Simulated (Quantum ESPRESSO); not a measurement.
# Dipole at the next field: 1T-PtS2, 1 layer

**Set-up.** Quantum ESPRESSO 7.5, vdW-DF-cx, GBRV ultrasoft, PBE files; sawtooth field along the normal with dipole correction, ions clamped, threshold 1e-9 Ry; cell area 11.063 Å².

```tsv
field (V/Å)	dipole (e Å a cell)
0	0.00000
0.1	0.02721
0.2	0.05453
```

One more run was made and is withheld. What is the dipole at 0.4 V/Å, and what electrostatic thickness 4πα/A follows from the rows?

By hand: The slope is (0.05453 − (0.00000))/0.2 = 0.2727 e Å²/V, so 4πα/A = 180.95 × 0.2727/11.063 = 4.46 Å. Linear response gives p = 0.00000 + 0.2727 × (0.4) = 0.10906 e Å; a parabola through the three rows gives 0.10950.

**The withheld run.** p = 0.10920 e Å. The line misses by 0.1 % of the induced dipole and the parabola by 0.3 %. The response is linear over this range.

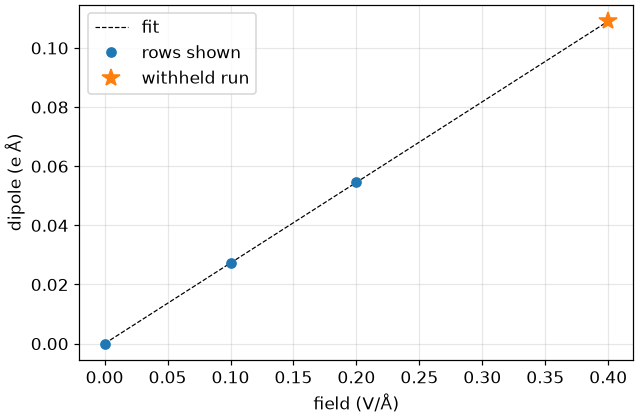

The rows shown, the fit and the withheld run.

Caveats: Electrons alone respond; local and semilocal functionals tend to overscreen.

[Logs are printed without paths, hosts, clocks, repeated set-up lines and the standing remarks that a program may print on its own settings, such as how far it seeks lower states.]
